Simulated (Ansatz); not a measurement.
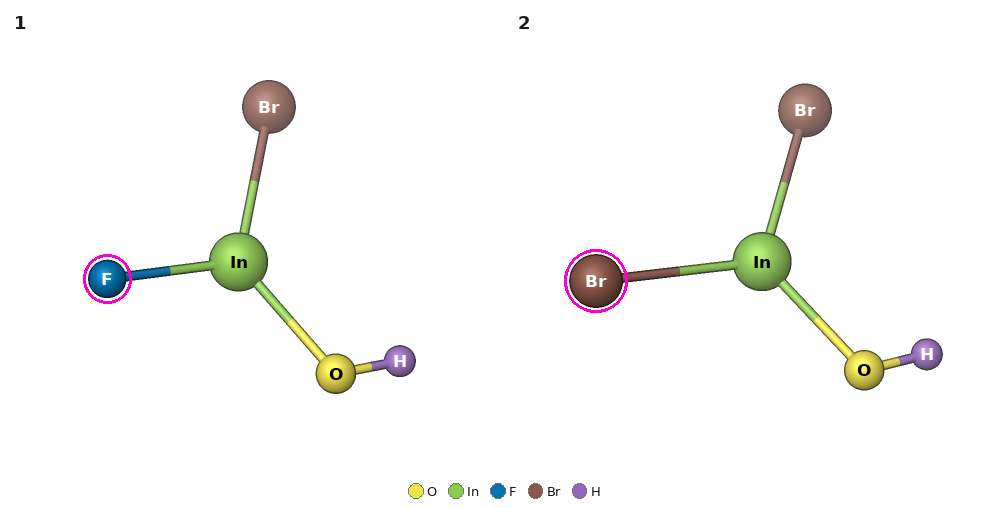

2 molecules with one skeleton, seen from the same side and at one scale; the atom that differs is circled. Charge 0, singlet. Computed geometries: PBE0-D4/def2-TZVP optimisations, one conformation each. Properties computed with Ansatz 0.2.0. Elements past Kr carry core potentials.

One atom differs, called X below: F in panel 1, Br in panel 2. Their formulas are BrFHInO (`[OH][In]([F])[Br]`), Br2HInO (`[OH][In]([Br])[Br]`).

**In which is the dipole moment larger (r2SCAN-D4/def2-TZVPP)?**

In panel 1 (X = F).

**In which is the length of X–In larger (PBE0-D4/def2-TZVP)?**

In panel 2 (X = Br).

Give the values. With PBE0-D4/def2-TZVP: length of X–In (Å), angle X–In–Br (°). With ωB97M-V/def2-QZVPP: HOMO energy (Kohn–Sham orbital) (eV), HOMO–LUMO gap (eV). With r2SCAN-D4/def2-TZVPP: dipole moment (D).

| quantity | 1 (F) | 2 (Br) | 2 − 1 |
| --- | --- | --- | --- |
| length of X–In (Å) | 1.929 | 2.431 | +0.502 |
| angle X–In–Br (°) | 118.3 | 121.7 | +3.4 |
| HOMO energy (Kohn–Sham orbital) (eV) | −11.20 | −10.92 | +0.28 |
| HOMO–LUMO gap (eV) | 10.29 | 10.09 | −0.20 |
| dipole moment (D) | 2.47 | 1.17 | −1.30 |
